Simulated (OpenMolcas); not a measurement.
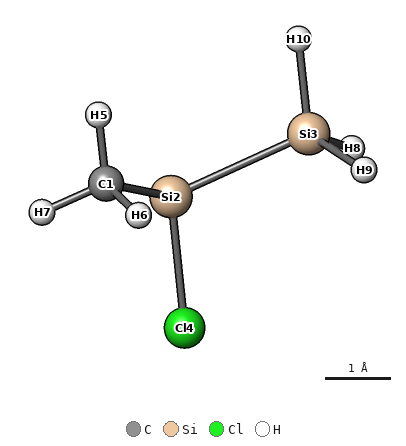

*The input geometry (ball-and-stick view, seen at a tilt; atoms are numbered from 1 in the order of the input).*

Bond lengths as drawn: Cl–Si 2.07 Å, C–H 1.09 Å, C–Si 1.87 Å, H–Si 1.49 Å and Si–Si 2.34 Å.

## CH6ClSi2: single-point calculation (part 1 of 3)

CH6ClSi2, multiplicity 2, SMILES C[Si]([SiH3])Cl, computed with HF/ANO-R0, ROHF, sfX2C (OpenMolcas 26.06).

The geometry comes from this level: PBE0-D4/def2-TZVP.

## Log
```
--- Start Module: gateway ---

                                              &GATEWAY

                       available to each process: 1.9 GB of memory, 1 thread

++    Symmetry information:
      ---------------------

                    Character Table for C1

                             E
                    a        1  x, y, xy, Rz, z, xz, Ry, yz, Rx, I
--

++    Basis set information:
      ----------------------

      Basis set label: C.ANO-R...2S1P.

      Electronic valence basis set:
      ------------------
      Associated Effective Charge   6.000000 au
      Associated Actual Charge      6.000000 au
      Nuclear Model: Finite nucleus - Gaussian distribution
        Gaussian exponent, Xi/bohr**(-2):  6.80775E+08

      Shell  nPrim  nBasis  Cartesian Spherical Contaminant
         s      12       2        X
         p       7       1        X

      Basis set label: SI.ANO-R...3S2P.

      Electronic valence basis set:
      ------------------
      Associated Effective Charge  14.000000 au
      Associated Actual Charge     14.000000 au
      Nuclear Model: Finite nucleus - Gaussian distribution
        Gaussian exponent, Xi/bohr**(-2):  4.34677E+08

      Shell  nPrim  nBasis  Cartesian Spherical Contaminant
         s      16       3        X
         p      11       2        X

      Basis set label: CL.ANO-R...3S2P.

      Electronic valence basis set:
      ------------------
      Associated Effective Charge  17.000000 au
      Associated Actual Charge     17.000000 au
      Nuclear Model: Finite nucleus - Gaussian distribution
        Gaussian exponent, Xi/bohr**(-2):  3.84638E+08

      Shell  nPrim  nBasis  Cartesian Spherical Contaminant
         s      17       3        X
         p      11       2        X

      Basis set label: H.ANO-R...1S.

      Electronic valence basis set:
      ------------------
      Associated Effective Charge   1.000000 au
      Associated Actual Charge      1.000000 au
      Nuclear Model: Finite nucleus - Gaussian distribution
        Gaussian exponent, Xi/bohr**(-2):  2.12482E+09

      Shell  nPrim  nBasis  Cartesian Spherical Contaminant
         s       7       1        X
--

++    Molecular structure info:
      -------------------------

                    ************************************************
                    **** Cartesian Coordinates / bohr, angstrom ****
                    ************************************************

     Center  Label                x              y              z                     x              y              z
        1      C1              -1.545040       2.600074      -1.434302             -0.817600       1.375900      -0.759000
        2      SI2             -0.743418      -0.845463      -1.408602             -0.393400      -0.447400      -0.745400
        3      SI3              2.368772      -2.029377       1.495529              1.253500      -1.073900       0.791400
        4      CL4             -4.012078      -2.858400      -0.623610             -2.123100      -1.512600      -0.330000
        5      H5               0.148721       3.715580      -1.823586              0.078700       1.966200      -0.965000
        6      H6              -2.312080       3.176252       0.396276             -1.223500       1.680800       0.209700
        7      H7              -2.950996       3.008633      -2.888068             -1.561600       1.592100      -1.528300
        8      H8               2.816637      -4.791590       1.278211              1.490500      -2.535600       0.676400
        9      H9               1.646707      -1.418995       4.148138              0.871400      -0.750900       2.195100
       10      H10              4.739811      -0.653467       0.865117              2.508200      -0.345800       0.457800

                    ***************************************
                    *    InterNuclear Distances / bohr    *
                    ***************************************

               1 C1            2 SI2           3 SI3           4 CL4           5 H5            6 H6
    1 C1       0.000000
    2 SI2      3.537653        0.000000
    3 SI3      6.733027        4.418298        0.000000
    4 CL4      6.044703        3.918196        6.774457        0.000000
    5 H5       2.065120        4.665966        6.996404        7.872064        0.000000
    6 H6       2.066723        4.678939        7.086417        6.351943        3.357708        0.000000
    7 H7       2.063267        4.681483        8.537998        6.377754        3.352782        3.350108
    8 H8       9.001036        5.955238        2.806711        7.347481        9.439854        9.516724
    9 H9       7.583126        6.076100        2.816074        7.540776        8.016814        7.131954
   10 H10      7.441251        5.939062        2.812894        9.147327        6.884460        8.038391

               7 H7            8 H8            9 H9           10 H10
    7 H7       0.000000
    8 H8      10.557791        0.000000
    9 H9       9.500051        4.580350        0.000000
   10 H10      9.308378        4.581845        4.575101        0.000000

                    *******************************************
                    *    InterNuclear Distances / angstrom    *
                    *******************************************

               1 C1            2 SI2           3 SI3           4 CL4           5 H5            6 H6
    1 C1       0.000000
    2 SI2      1.872045        0.000000
    3 SI3      3.562964        2.338062        0.000000
    4 CL4      3.198719        2.073420        3.584888        0.000000
    5 H5       1.092815        2.469123        3.702338        4.165717        0.000000
    6 H6       1.093663        2.475988        3.749970        3.361303        1.776822        0.000000
    7 H7       1.091834        2.477334        4.518114        3.374962        1.774216        1.772801
    8 H8       4.763143        3.151376        1.485248        3.888120        4.995355        5.036034
    9 H9       4.012818        3.215334        1.490202        3.990407        4.242315        3.774067
   10 H10      3.937740        3.142816        1.488520        4.840557        3.643100        4.253733

               7 H7            8 H8            9 H9           10 H10
    7 H7       0.000000
    8 H8       5.586942        0.000000
    9 H9       5.027211        2.423817        0.000000
   10 H10      4.925781        2.424608        2.421039        0.000000

                    **************************************
                    *    Valence Bond Angles / degree    *
                    **************************************
                          Atom centers                 Phi
                      5 H5       1 C1       6 H6       108.71
                      5 H5       1 C1       7 H7       108.61
                      6 H6       1 C1       7 H7       108.42
                      8 H8       3 SI3      9 H9       109.10
                      8 H8       3 SI3     10 H10      109.24
                      9 H9       3 SI3     10 H10      108.74
--

            Nuclear Potential Energy            257.38957497 au

--- Stop Module: gateway /rc=_RC_ALL_IS_WELL_ ---

--- Start Module: seward ---

                                              &SEWARD

                       available to each process: 1.9 GB of memory, 1 thread

               SEWARD will generate:
                  Multipole Moment integrals up to order  2
                  Kinetic Energy integrals
                  Nuclear Attraction integrals (finite nuclei - Gaussian type)
                  One-Electron Hamiltonian integrals
                  Velocity integrals
                  Relativistic X2C integrals
                  Orbital angular momentum around ( -1.0025  -1.3410  -0.3175 )
                  Velocity quadrupole around ( -1.0025  -1.3410  -0.3175 )
                  Atomic mean-field integrals
                  Two-Electron Repulsion integrals

                   Integrals are discarded if absolute value <: 1.00E-14
                   Integral cutoff threshold is set to       <: 1.00E-16

            Nuclear Potential Energy            257.38957497 au

      Basis set specifications :
      Symmetry species         a
      Basis functions           38

--- Stop Module: seward /rc=_RC_ALL_IS_WELL_ ---
--- Module seward spent 1 second ---

--- Start Module: scf ---

                                                &SCF

                       available to each process: 1.9 GB of memory, 1 thread

++    Input section:
      --------------

      Header of the integral files:

      Cartesian coordinates in angstrom:
      -----------------------------------------------------
      No.  Label        X            Y            Z
      -----------------------------------------------------
       1   C1        -0.81760000   1.37590000  -0.75900000
       2   SI2       -0.39340000  -0.44740000  -0.74540000
       3   SI3        1.25350000  -1.07390000   0.79140000
       4   CL4       -2.12310000  -1.51260000  -0.33000000
       5   H5         0.07870000   1.96620000  -0.96500000
       6   H6        -1.22350000   1.68080000   0.20970000
       7   H7        -1.56160000   1.59210000  -1.52830000
       8   H8         1.49050000  -2.53560000   0.67640000
       9   H9         0.87140000  -0.75090000   2.19510000
      10   H10        2.50820000  -0.34580000   0.45780000
      -----------------------------------------------------
      Nuclear repulsion energy =  257.38957497
--

++    Orbital specifications:
      -----------------------

      Symmetry species               1
                                     a
      Frozen orbitals                0
      Occupied orbitals alpha       29
      Occupied orbitals beta        28
      Secondary orbitals alpha       9
      Secondary orbitals beta       10
      Deleted orbitals               0
      Total number of orbitals      38
      Number of basis functions     38
--

      Molecular charge                           0.000

++    Optimization specifications:
      ----------------------------

      SCF Algorithm: Conventional USCF
      D(i)-D(i-1) density differences are used
      Number of density matrices in core                 5
      Maximum number of NDDO SCF iterations            400
      Maximum number of HF SCF iterations              400
      Threshold for SCF energy change             1.00E-09
      Threshold for density matrix                1.00E-04
      Threshold for Fock matrix                   1.50E-04
      Threshold for linear dependence             1.00E-09
      Threshold at which DIIS is turned on        1.50E-01
      Maximum depth in the DIIS procedure                5
      Maximum depth in the BFGS Hessian update          30
      Threshold at which QNR/C2DIIS is turned on  7.50E-02
      Threshold for Norm(delta) (QNR/C2DIIS)      1.00E-03
      All orbitals punched on: UHFORB
--

      Input vectors read from INPORB
      Orbital file label: *Guess orbitals

++ Convergence information
                               UHF SCF        iterations: Energy and convergence statistics

Iter     Tot. SCF        One-elec.       Two-elec.     Energy      Max Dij or  Max Fij      DNorm      TNorm      AccCon     Time
         Energy          Energy          Energy        Change      Delta Norm                                                in Sec.

 The total and one-electron energies are shifted by a value of      1000. a.u.

   1   -80.449757573 -1005.449684624   667.610352077   0.00E+00    2.44E-01*   1.63E-01*    1.04E+01   1.46E+02   None         0.
   2   -80.725627116 -1004.763678520   666.648476431  -2.76E-01*   9.35E-02*   6.58E-02*    2.28E+00   1.46E+02   EDIIS        0.
   3   -80.747256483 -1004.869708477   666.732877021  -2.16E-02*   3.21E-02*   1.74E-02*    5.61E-01   1.46E+02   c2DIIS       0.
   4   -80.749978650 -1004.701549513   666.561995890  -2.72E-03*   5.53E-02*   8.38E-03*    2.42E-01   1.46E+02   QNRc2DIIS    0.
   5   -80.750454819 -1004.838570346   666.698540554  -4.76E-04*   2.25E-02*   4.10E-03*    1.08E-01   1.46E+02   QNRc2DIIS    0.
   6   -80.750615586 -1004.799393956   666.659203396  -1.61E-04*   2.54E-02*   1.11E-03*    4.61E-02   1.46E+02   QNRc2DIIS    0.
   7   -80.750663340 -1004.790746870   666.650508557  -4.78E-05*   7.39E-03*   3.55E-04*    4.95E-02   1.46E+02   QNRc2DIIS    0.
   8   -80.750667759 -1004.790323918   666.650081186  -4.42E-06*   1.23E-03*   8.45E-05     1.51E-02   1.46E+02   QNRc2DIIS    0.
   9   -80.750667989 -1004.790717804   666.650474842  -2.30E-07*   1.22E-03*   6.20E-05     2.62E-03   1.46E+02   QNRc2DIIS    0.
  10   -80.750668108 -1004.790895213   666.650652132  -1.19E-07*   1.62E-04    8.87E-06     2.50E-03   1.46E+02   QNRc2DIIS    0.
  11   -80.750668111 -1004.790986520   666.650743435  -3.42E-09*   1.03E-04    4.72E-06     3.43E-04   1.46E+02   QNRc2DIIS    0.
  12   -80.750668112 -1004.790995632   666.650752546  -8.77E-10    2.01E-05    1.25E-06     2.33E-04   1.46E+02   QNRc2DIIS    0.

       Convergence after  12 Iterations
--

 *****************************************************************************************************************************
 *                                             SCF/KS-DFT Program, Final results                                             *
 *                                                       Final Results                                                       *
 *****************************************************************************************************************************

::    Total SCF energy                              -1080.7506681121
      One-electron energy                           -2004.7909956316
      Two-electron energy                             666.6507525460
      Nuclear repulsion energy                        257.3895749734
      Kinetic energy (interpolated)                  1097.5816537858
      Virial theorem                                    0.9846653908
      Total spin, S(S+1)                                0.7533342548
      Total spin, S                                     0.5016657401
      Max non-diagonal density matrix element           0.0000058792
      Max non-diagonal Fock matrix element              0.0000008130

      No orbitals printed

++    Static properties:
      ------------------

      LoProp Charges per center

                   C1       SI2      SI3      CL4      H5       H6       H7       H8       H9       H10
      Nuclear      6.0000  14.0000  14.0000  17.0000   1.0000   1.0000   1.0000   1.0000   1.0000   1.0000
      Electronic  -6.8935 -13.5668 -14.1068 -17.1209  -0.7676  -0.7690  -0.7628  -0.9961  -1.0077  -1.0089

      Total       -0.8935   0.4332  -0.1068  -0.1209   0.2324   0.2310   0.2372   0.0039  -0.0077  -0.0089
--

      No orbitals printed

++    Molecular charges:
      ------------------

      Mulliken charges per centre
      ---------------------------

                            C1                      SI2                     SI3                     CL4                     H5                      H6
                     alpha        beta       alpha        beta       alpha        beta       alpha        beta       alpha        beta       alpha        beta
      Total        3.5238      3.5394      7.1686      6.2685      7.0507      7.0470      8.6226      8.5669      0.3618      0.3652      0.3768      0.3467
      Total              7.0632                 13.4371                 14.0976                 17.1896                  0.7270                  0.7235

      Charge           -1.0632                  0.5629                 -0.0976                 -0.1896                  0.2730                  0.2765

                            H7                      H8                      H9                      H10
                     alpha        beta       alpha        beta       alpha        beta       alpha        beta
      Total        0.3576      0.3628      0.4976      0.5042      0.5319      0.4851      0.5086      0.5142
      Total              0.7205                  1.0018                  1.0170                  1.0227

      Charge            0.2795                 -0.0018                 -0.0170                 -0.0227

      Total electronic charge=   57.000000

      Total            charge=   -0.000000
--

++    Static properties:
      ------------------

      LoProp Charges per center

                   C1       SI2      SI3      CL4      H5       H6       H7       H8       H9       H10
      Nuclear      6.0000  14.0000  14.0000  17.0000   1.0000   1.0000   1.0000   1.0000   1.0000   1.0000
      Electronic  -6.8935 -13.5668 -14.1068 -17.1209  -0.7676  -0.7690  -0.7628  -0.9961  -1.0077  -1.0089

      Total       -0.8935   0.4332  -0.1068  -0.1209   0.2324   0.2310   0.2372   0.0039  -0.0077  -0.0089
--
```
